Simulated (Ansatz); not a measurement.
```xyz
5

Si    0.2037    0.0659    1.2022
H    -1.2082   -0.3770    1.1327
H     0.5712    0.2589    2.6329
H     0.3811    1.3671    0.5089
H     1.1134   -0.9541    0.6256
```

Geometry: PBE0-D4/def2-TZVP.

Level of theory: RKS PBE0-D4/def2-TZVPPD (Ansatz).

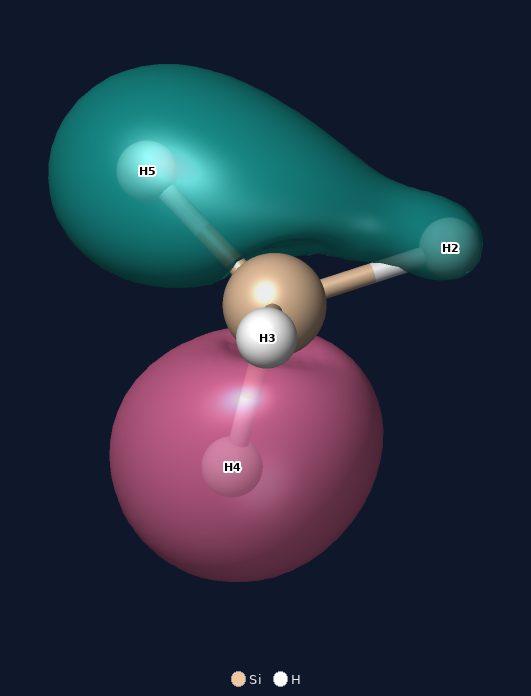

SiH4. The HOMO−1 at ±0.15 Å⁻³ᐟ² (teal and pink are the two phases), seen across its widest extent.

> Where does this orbital lie, and at what energy?

By Hirshfeld shares it lies mainly on Si1 (about 45 %), H2 (about 15 %), H4 (about 15 %) and H5 (about 15 %). Its energy is −9.89 eV.
